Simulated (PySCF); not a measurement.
Se(OMe)2, SMILES CO[Se]OC at its CAM-B3LYP/def2-SVP optimised geometry (Å):

```
11

Se    -1.1959    -1.5141     0.0000
O     -1.6072     0.2218     0.0000
C     -1.6397     0.9125     1.2324
H     -0.6337     1.2536     1.5304
H     -2.2784     1.7975     1.0929
H     -2.0578     0.2938     2.0445
O      0.5881    -1.5141     0.0000
C      1.2674    -1.3872     1.2326
H      0.7659    -1.9433     2.0427
H      2.2784    -1.7975     1.0906
H      1.3609    -0.3303     1.5352
```

Method: CAM-B3LYP/def2-TZVP run with PySCF.

Map of the electrostatic potential (hartree/e), clipped to [-0.08, 0.12] on the plane z = 0.8 Å:

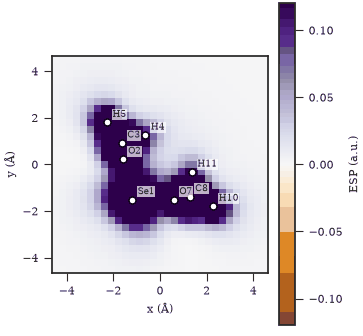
Electrostatic potential (hartree/e), clipped to [-0.08, 0.12] on the plane z = 0.8 Å.
